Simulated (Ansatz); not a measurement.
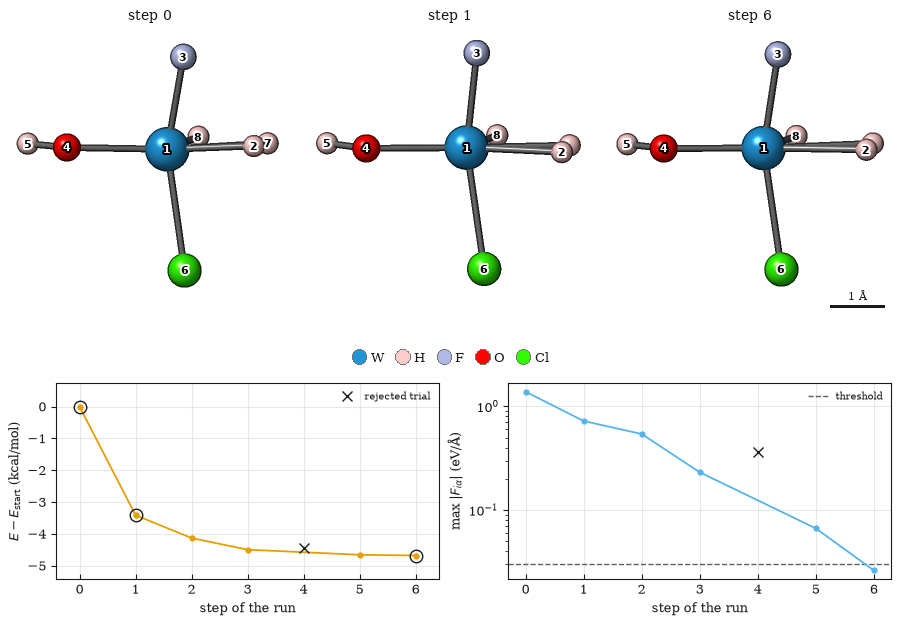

Frames of a relaxation of WH$_{4}$OClF, marked on the history of the run. A ball-and-stick model, seen face on.

The run prepares an end point of a later path (reaction) calculation, from a guessed geometry.

Level of theory: Ansatz 0.2.0, RHF/def2-SVP.

The input:
```yaml
crystal:
  periodic: [false, false, false]
  atoms:
    - { symbol: W, position_ang: [-0.045122, 0.358355, 0.103971] }
    - { symbol: H, position_ang: [0.256473, -1.039623, 1.131419] }
    - { symbol: F, position_ang: [1.74493, 0.387439, 0.560078] }
    - { symbol: O, position_ang: [-0.236613, 2.224729, -0.176753] }
    - { symbol: H, position_ang: [-0.289932, 2.800002, -0.925498] }
    - { symbol: Cl, position_ang: [-2.26473, -0.199141, 0.372567] }
    - { symbol: H, position_ang: [0.295718, -1.473981, 0.441831] }
    - { symbol: H, position_ang: [0.174477, -0.56068, -1.278016] }
basis:
  gaussian: { orbitals: def2-SVP }
hamiltonian:
  xc: hf
relax:
  f_tol: 0.03
  max_steps: 50
output:
  orbitals: {}
```

Command:
```bash
ansatz run input.yaml --threads 1 --pin off --max-ram 2048MiB --backend cpu --events-out ev --progress --plain --runs-dir out
```

Question: Describe the path.

Answer: The largest move after the best rigid fit is that of H2, 0.25 Å. By element the largest moves are H 0.25 Å, F 0.12 Å, W 0.08 Å, O 0.06 Å, Cl 0.06 Å. Among the contacts that change: W1–H2 1.761 → 2.040 Å, W1–H7 1.894 → 2.060 Å, H2–H7 0.816 → 0.776 Å, W1–O4 1.897 → 1.885 Å. Bond angles that change, for instance: W1–H7–H2 68.1° → 77.6°, W1–H2–H7 86.4° → 80.6°, H2–W1–F3 72.7° → 77.9°. After 5 accepted moves (6 points after the start) the energy has fallen by 4.68 kcal/mol. Largest force component: 1.4 eV/Å at the start, 0.026 eV/Å at the end. The line search rejected the trial step at point 4 of the run. From step 0 to 1: H2 moves most (0.20 Å), energy −3.41 kcal/mol. From step 1 to 6: H2 moves most (0.11 Å), energy −1.27 kcal/mol.

| step | E − E(0), kcal/mol | largest force component, eV/Å | note |
| --- | --- | --- | --- |
| 0 | 0.00 | 1.3859 |  |
| 1 | -3.41 | 0.7224 |  |
| 2 | -4.13 | 0.5409 |  |
| 3 | -4.49 | 0.2312 |  |
| 4 | -4.45 | 0.3631 | rejected |
| 5 | -4.66 | 0.0664 |  |
| 6 | -4.68 | 0.0261 |  |

Limits of the set-up: Hartree-Fock leaves out electron correlation.
